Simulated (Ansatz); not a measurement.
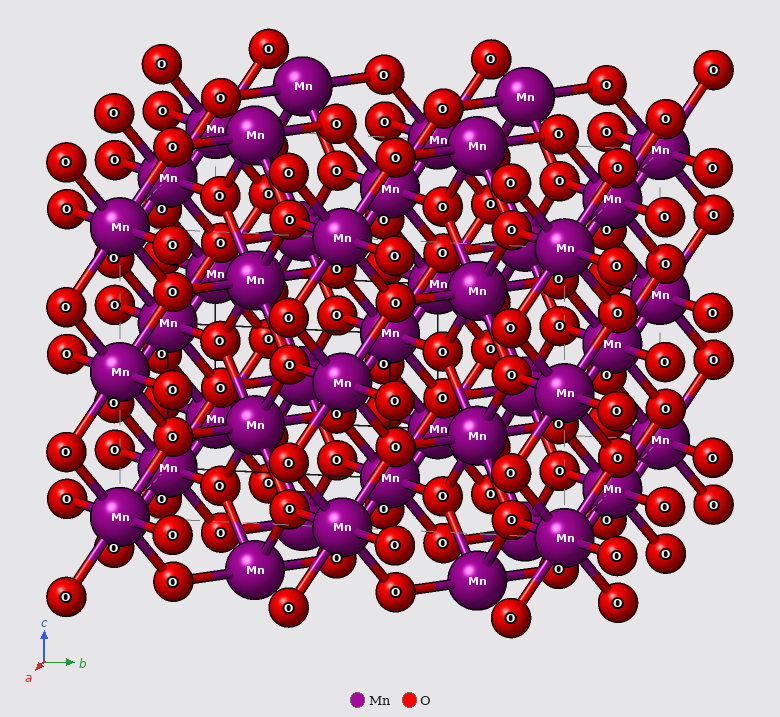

The compound is MnO2 (space group P4_2/mnm, No. 136), taken as the input geometry of an electronic-structure calculation (not necessarily at equilibrium).

Bonds are taken as Mn–O below 2.1 Å; no other contact counts. Atoms with one bond or none are removed and atoms with two bonds are replaced by edges, until no such atom is left.

Q: What kind of net remains, and which atoms are its nodes?

A: A binodal (3,6)-connected, three-periodic net: O is a 3-connected node; Mn is a 6-connected node, in the ratio 2:1.

Q: Which named net is it?

A: It is the rtl net, known from rutile.

Q: Is the net interpenetrated?

A: It is a single net, without interpenetration.

Q: Give the first six terms of the coordination sequence (nodes one, two, three … edges away).

A: O: 3, 14, 19, 62, 51, 144; Mn: 6, 10, 38, 34, 102, 74.
